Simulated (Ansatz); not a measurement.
Consider H7N2OSi (charge +1).

```xyz
11

N    -0.7461   -0.1162   -1.4047
N     0.6867   -2.5311   -1.6919
O    -1.8210   -2.7979   -0.8748
Si   -0.3451   -1.5989   -0.7415
H    -0.9901    0.6850   -0.8312
H    -0.7034    0.1113   -2.3929
H    -0.3343   -1.5825    0.7301
H     1.3411   -2.0848   -2.3280
H     1.0042   -3.4574   -1.4224
H    -2.6534   -2.7023   -0.3821
H    -1.9759   -3.2554   -1.7191
```

Geometry: PBE0-D3(BJ)/def2-SVP.

The calculation used Ansatz, isolated molecule in a Gaussian basis; Kohn-Sham density functional theory, functional PBE0.

**What will maps of the electron density and electron localisation function show?**

Si–N (1.67 Å): ρ at the midpoint is about 1.2 e/Å³; the ELF peaks at about 0.90 between the atoms (a polar covalent bond).
N–H (1.02 Å): ρ at the midpoint is about 2.9 e/Å³; the ELF climbs to about 1 towards the hydrogen, as it does in any bond to H: a covalent bond by its length.

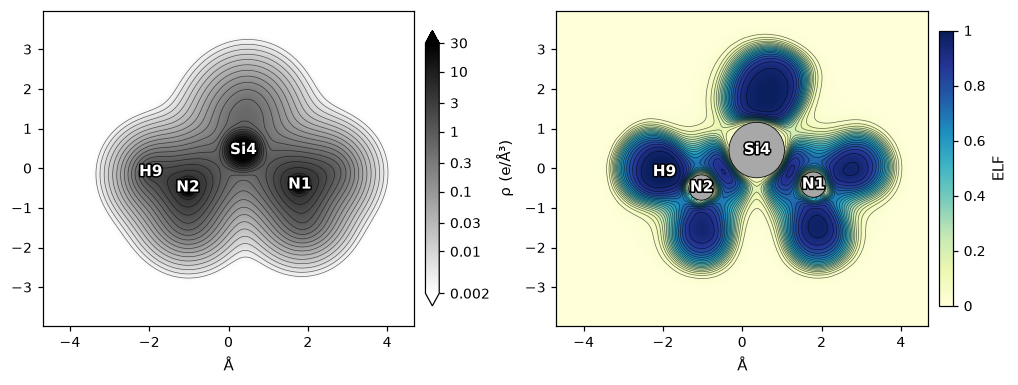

Computed electron density and electron localisation function on the plane of atoms Si4, N2 and H9, in this order. Grey discs cover the atomic cores in the ELF map. 
